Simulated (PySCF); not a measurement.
**InSi2H7 (SMILES [SiH3][SiH2][InH2]) at 3 levels**

Wanted: a comparison of 3 runs (BHLYP/def2-SVP, BLYP/def2-SVP, CAM-B3LYP/def2-SVP) of InSi2H7. 

The calculation is run with PySCF 2.14.0.

### 1 Starting point

InSi2H7 has 10 atoms, charge 0, and is taken as a singlet. SMILES: `[SiH3][SiH2][InH2]`. The shape is that of a PBE0-D4/def2-TZVP optimisation.

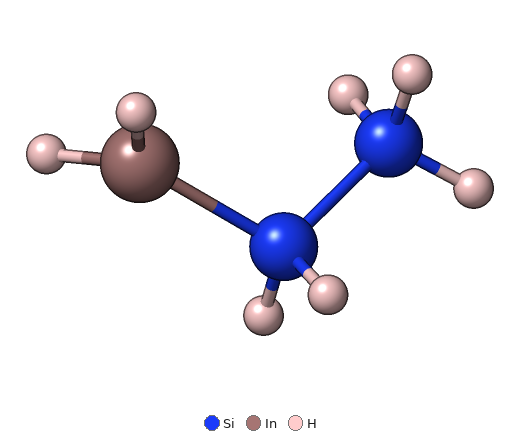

The structure, seen from a chosen angle (silicon blue, indium brown, hydrogen pink).

### 2 A single-point energy at BHLYP/def2-SVP (core potential) (run 1)

input.py reads:

```python
from pyscf import gto, dft

mol = gto.M(
    atom='''
Si    -2.741804     1.383846    -1.552599
Si     0.043653    -1.857034    -0.420275
In     3.561756    -0.118486     2.443605
H     -4.801983     0.469975    -3.234266
H     -1.337359     3.424373    -2.886557
H     -3.903607     2.495383     0.756835
H     -1.438648    -3.886978     0.853778
H      1.112482    -2.944004    -2.791692
H      3.328564    -0.304057     5.695446
H      6.177137     1.336981     1.135914
''',
    unit='bohr',
    basis='def2-svp',
    max_memory=1860,
    verbose=4,
    ecp={'In': 'def2-svp'},
)

mf = dft.RKS(mol)
mf.xc = 'bhandhlyp'
mf.conv_tol = 1e-10
mf.grids.level = 5
mf.kernel()
if not mf.converged:
    mf = mf.newton().run(mf.mo_coeff, mf.mo_occ)

etot = mf.e_tot
print(f'total energy: {etot:.8f} hartree')
```

Launch:

```
$ OMP_NUM_THREADS=1 python input.py
```

What it wrote:

```text
PySCF version 2.14.0

[... 82 lines left out ...]
converged SCF energy = -773.01748601772
total energy: -773.01748602 hartree
```

Wall time 26 s (1 thread of Intel Xeon at 2.70GHz, shared host); peak memory 0.51 GiB.

### 3 A single-point energy at BLYP/def2-SVP (core potential) (run 2)

job.py reads:

```python
from pyscf import gto, dft

mol = gto.M(
    atom='''
Si      -1.450900       0.732300      -0.821600
Si       0.023100      -0.982700      -0.222400
In       1.884800      -0.062700       1.293100
H       -2.541100       0.248700      -1.711500
H       -0.707700       1.812100      -1.527500
H       -2.065700       1.320500       0.400500
H       -0.761300      -2.056900       0.451800
H        0.588700      -1.557900      -1.477300
H        1.761400      -0.160900       3.013900
H        3.268800       0.707500       0.601100
''',
    charge=0,
    spin=0,
    verbose=4,
    max_memory=1860,
    ecp={'In': 'def2-svp'},
    basis='def2-svp',
)

calc0 = dft.RKS(mol, xc='blyp')
calc0.grids.level = 5
calc0.conv_tol = 1e-10
calc0.kernel()
if not calc0.converged:
    calc0 = calc0.newton().run(calc0.mo_coeff, calc0.mo_occ)

e_tot = calc0.e_tot
print('Final energy', e_tot)
```

Launch:

```
$ OMP_NUM_THREADS=1 python job.py
```

What it wrote:

```text
PySCF version 2.14.0

[... 86 lines left out ...]
converged SCF energy = -773.022459599294
Final energy -773.0224595992936
```

Run time: 30 s. Hardware: 1 thread of Intel Xeon at 2.70GHz, shared host; peak memory 0.51 GiB.

### 4 A single-point energy at CAM-B3LYP/def2-SVP (core potential) (run 3)

job.py reads:

```python
from pyscf import gto, dft

mol = gto.M(
    atom='''
Si  -1.450900   0.732300  -0.821600
Si   0.023100  -0.982700  -0.222400
In   1.884800  -0.062700   1.293100
H   -2.541100   0.248700  -1.711500
H   -0.707700   1.812100  -1.527500
H   -2.065700   1.320500   0.400500
H   -0.761300  -2.056900   0.451800
H    0.588700  -1.557900  -1.477300
H    1.761400  -0.160900   3.013900
H    3.268800   0.707500   0.601100
''',
    max_memory=1860,
    basis='def2-svp',
    verbose=3,
    ecp={'In': 'def2-svp'},
    charge=0,
)

mf = dft.RKS(mol, xc='cam-b3lyp')
mf.grids.level = 5
mf.conv_tol = 1e-10
mf.kernel()
if not mf.converged:
    mf = mf.newton().run(mf.mo_coeff, mf.mo_occ)

e_tot = mf.e_tot
print('E = %.10f Eh' % e_tot)
```

Launch:

```
$ OMP_NUM_THREADS=1 python job.py
```

What it wrote:

```text
converged SCF energy = -773.079470846639
E = -773.0794708466 Eh
```

It took 42 s on 1 thread of Intel Xeon at 2.70GHz, shared host; peak memory 0.51 GiB.

### 5 Overview of the runs

```csv
run,level,energy (Eh),dipole moment (D),HOMO energy (eV),LUMO energy (eV),wall time
1,BHLYP/def2-SVP (core potential),-773.017486,0.31,-8.13,-1.49,26 s
2,BLYP/def2-SVP (core potential),-773.022460,0.21,-6.08,-2.80,30 s
3,CAM-B3LYP/def2-SVP (core potential),-773.079471,0.29,-8.43,-1.31,42 s
```

### 6 Results

| quantity | value |
| --- | --- |
| run 3: total energy | -773.07947 Eh |
| run 3: dipole moment | 0.29 D |
| run 3: HOMO energy | -8.43 eV |
| run 3: LUMO energy | -1.31 eV |
| run 3: HOMO–LUMO gap | 7.12 eV |

The dipole moment (its size) runs from 0.21 D (BLYP/def2-SVP) to 0.31 D (BHLYP/def2-SVP). The HOMO–LUMO gap runs from 3.29 eV (BLYP/def2-SVP) to 7.12 eV (CAM-B3LYP/def2-SVP). Totals of different functionals can't be ranked against each other. All runs together took 98 s, the longest 42 s.
